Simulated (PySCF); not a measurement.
Pinacolborane, SMILES CC1(C)OBOC1(C)C, GFN2-xTB optimised geometry. Atoms within 1.6 Å of the plane z = 0.0 Å (x, y, z in Å): C1 (-1.14, -1.19, 1.57), C2 (-1.06, -0.66, 0.14), C3 (-1.30, -1.81, -0.83), O4 (-2.12, 0.30, 0.00), B5 (-1.58, 1.54, 0.00), O6 (-0.23, 1.54, 0.00), C7 (0.23, 0.20, -0.14), C8 (1.39, -0.05, 0.83), C9 (0.76, 0.05, -1.57), H13 (-2.21, -2.33, -0.55), H15 (-0.47, -2.51, -0.79), H16 (-2.22, 2.51, 0.00), H18 (2.22, 0.59, 0.55), H19 (1.70, -1.08, 0.79).

Calculation: PBE0/def2-SVP in PySCF. Cells within 0.4 Å of a nucleus heavier than hydrogen are left out (blank, or x).

Map of the HOMO−1 amplitude (bohr^(-3/2)) on the plane z = 0.0 Å; orbital energy -8.77 eV, overall sign arbitrary:

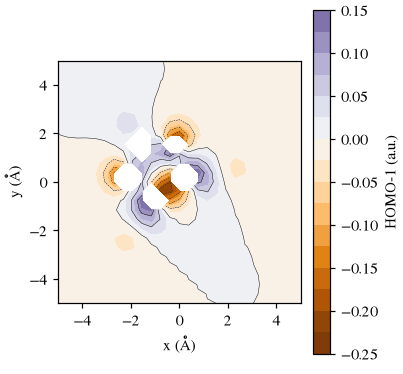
Figure: HOMO−1 amplitude (bohr^(-3/2)) on the plane z = 0.0 Å.
